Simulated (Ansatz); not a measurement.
**CH$_{6}$AsGaO: density, localisation and related maps**

Input

```
crystal:
  periodic: [false, false, false]
  atoms:
    - {symbol: Ga, position_ang: [0.278994, 1.916731, -0.525220]}
    - {symbol: C, position_ang: [-0.281348, 0.049032, -0.893317]}
    - {symbol: O, position_ang: [0.260111, -0.372562, 0.369764]}
    - {symbol: As, position_ang: [0.123880, -2.135300, 0.753057]}
    - {symbol: H, position_ang: [1.749681, 2.345418, -0.864007]}
    - {symbol: H, position_ang: [-0.693022, 2.861242, 0.265677]}
    - {symbol: H, position_ang: [-1.361270, -0.125856, -0.944752]}
    - {symbol: H, position_ang: [0.204736, -0.462442, -1.730067]}
    - {symbol: H, position_ang: [-1.202922, -2.059715, 1.521248]}
    - {symbol: H, position_ang: [0.921160, -2.016557, 2.047616]}
basis:
  gaussian: {orbitals: def2-TZVPP}
hamiltonian: {xc: pbe0, dispersion: d4}
output: {orbitals: {seedname: orbitals}}
```

Command:

```sh
ansatz run in.yaml --threads 2 --pin off --events-out ev --progress --plain --max-ram 4352MiB
```

Geometry: PBE0-D4/def2-TZVP.

Method: RKS PBE0-D4/def2-TZVPP (Ansatz 0.2.0).

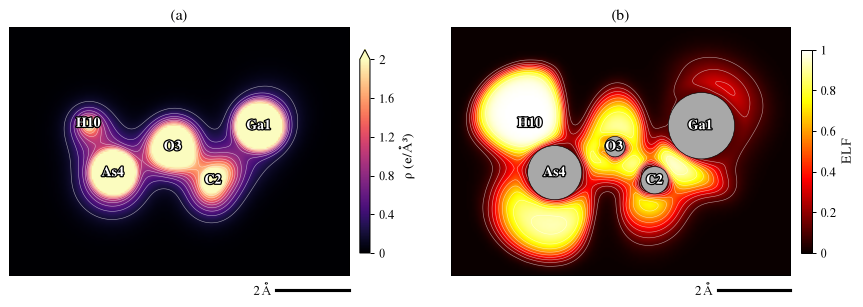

Figure 1. (a) total electron density; (b) electron localisation function on the plane of atoms O3, As4 and H10. Grey discs cover the atomic cores in the ELF map.

> Read the bonding off the picture.

Atoms in the plane: Ga, C, O, As and H. C–O (1.44 Å): the density is about 1.9 e/Å³ at the midpoint, with its minimum of 1.6 e/Å³ about 0.5 Å from C; the ELF peaks at about 0.85 between the atoms, as expected for a shared but strongly polarised pair. As–O (1.81 Å): ρ is about 1 e/Å³ halfway; the ELF peaks at about 0.85 between the atoms: a shared but strongly polarised pair. C–Ga (1.98 Å): ρ at the midpoint is about 0.77 e/Å³; the ELF peaks at about 0.95 in the valence shell of C, 0.7 Å from its nucleus, and is about 0.55 at the midpoint. As–H (1.53 Å): the density is about 1.2 e/Å³ at the midpoint; the ELF climbs to about 1 towards the hydrogen, as it does in any bond to H. The ELF also peaks beside As4 and O3, away from the bonds: lone-pair regions.

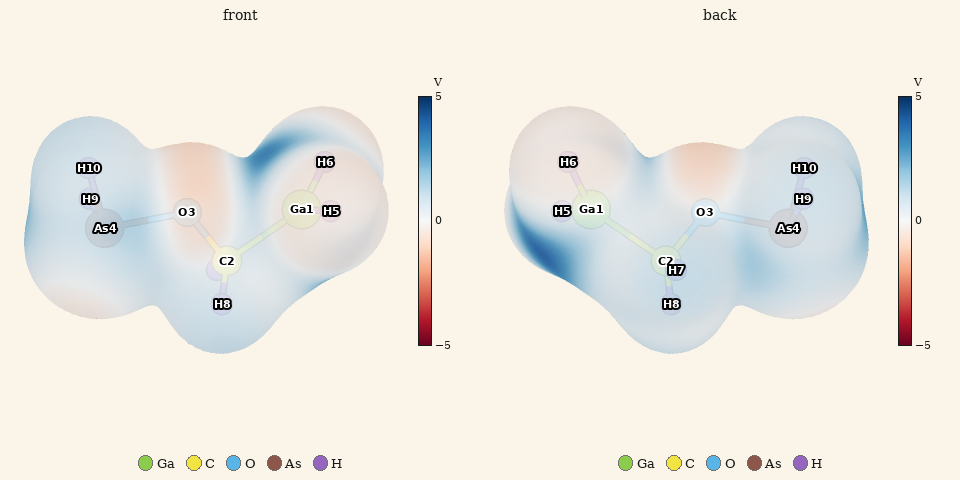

Figure 2. The molecular electrostatic potential painted on the density surface at 0.004 e/bohr³, seen from the front and from behind; the colour scale runs from red (negative) to blue (positive).

> Which sites attract a positive test charge, and which a negative one?

A positive charge is drawn to the negative regions and a negative charge to the positive ones. The most negative region (about −0.9 V) lies over O3, the most positive (about +3.8 V) over Ga1.

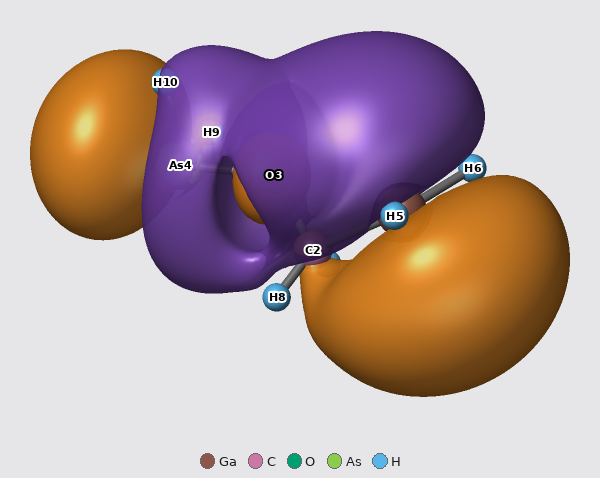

Figure 3. One frontier orbital at ±0.04 Å⁻³ᐟ² (orange and purple are the two phases), seen at a tilt.

> Which orbital is it: HOMO or LUMO?

The LUMO, at −1.50 eV. By Hirshfeld shares it lies mainly on Ga1 (about 55 %), As4 (about 20 %) and O3 (about 5 %).
